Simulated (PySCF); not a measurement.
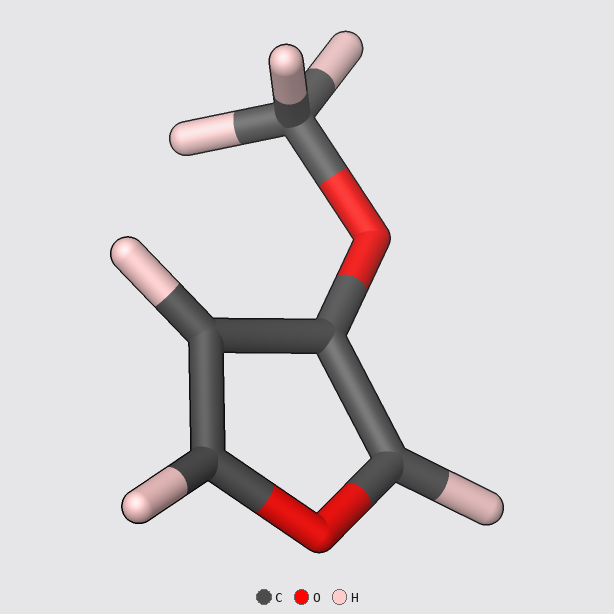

Computed geometry: PBE0-D3(BJ)/def2-SVP optimisation. No frequency run is at hand to confirm it as a minimum.

Give the structural formula.

SMILES: COc1ccoc1

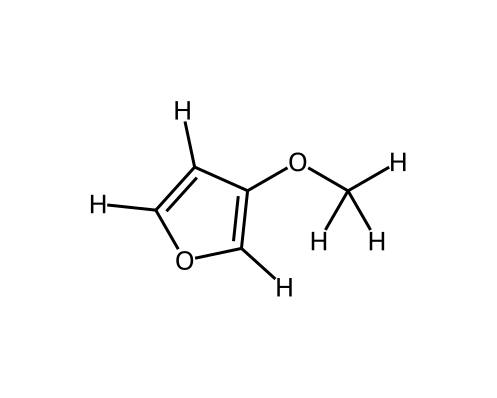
